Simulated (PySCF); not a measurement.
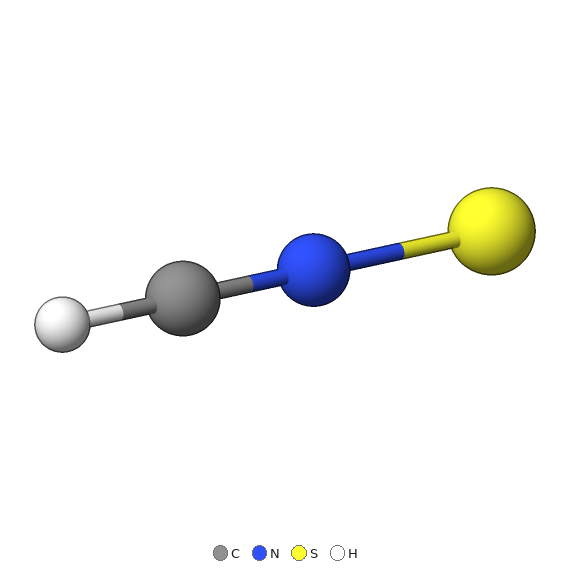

The picture shows a molecular structure as a ball-and-stick model.

Description:

Formula CHNS. SMILES: `C#[N+][S-]`. This geometry has C∞v symmetry. All atoms lie on one line. Coordination: 1 C linear; 1 N linear.

More results for the same structure follow; atom numbers are the same in all pictures, views and colours differ. The computed structure is the end point of a PBE0-D3(BJ)/def2-SVP optimisation. No frequency run is at hand to confirm it as a minimum.

**Geometry**

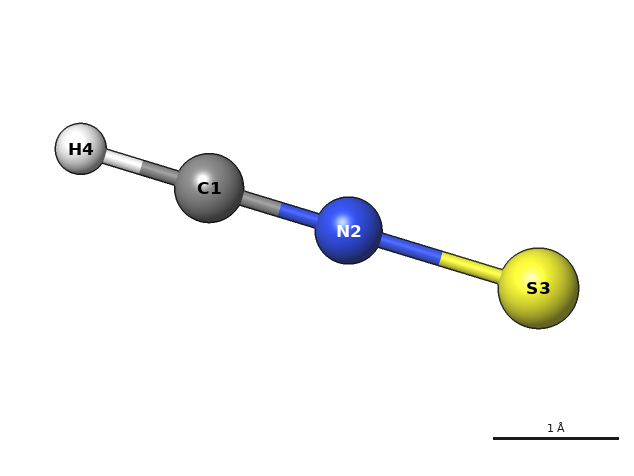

No frequency run is at hand to confirm it as a minimum.

Give the bond lengths.

| bond | length (Å) | order |
| --- | --- | --- |
| C1–N2 | 1.168 | triple |
| C1–H4 | 1.075 | single |
| N2–S3 | 1.590 | single |

**NMR shielding**

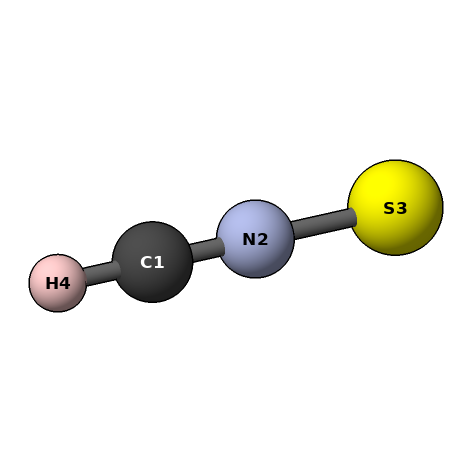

No frequency run is at hand to confirm it as a minimum. Level of theory: GIAO PBE/pcSseg-2 NMR shielding, non-relativistic, gas phase (PySCF 2.14.0). Principal shieldings σ11 ≤ σ22 ≤ σ33, span Ω = σ33 − σ11, skew κ = 3(σiso − σ22)/Ω.

Give the shielding tensors of the S atoms.

```json
{"atom": "S3", "σ11": "166.0", "σ22": "166.0", "σ33": "1063.3", "σiso": "465.1", "Ω": "897.3", "κ": "1.00"}
```

Shieldings and span in ppm.

**Core levels**

No frequency run is at hand to confirm it as a minimum. Properties computed with delta-SCF UKS SCAN, pcX-2 on the ionised atom, pcseg-1 elsewhere, spin-free X2C (PySCF 2.14.0).

Give the core-electron binding energies (to vacuum; p and d levels without spin–orbit splitting) of C1 1s, N2 1s, S3 1s, S3 2p.

```csv
atom,level,binding energy (eV)
C1,1s,292.3
N2,1s,408.2
S3,1s,2477.4
S3,2p,169.8
```

**Electronic properties**

No frequency run is at hand to confirm it as a minimum. Method: CAM-B3LYP/def2-SVPD in chloroform (IEF-PCM) (PySCF 2.14.0). Excitations: vertical, linear response.

What does the calculation give?

- dipole moment: 5.31 D
- HOMO energy (Kohn–Sham orbital): −8.06 eV
- LUMO energy (Kohn–Sham orbital): 0.26 eV
- HOMO–LUMO gap: 8.32 eV
- mean static polarisability: 58.1 bohr³
- lowest vertical singlet excitation: 4.24 eV
- its oscillator strength: 0.000
- brightest of the 6 lowest singlets: 6.15 eV
- its oscillator strength: 0.83
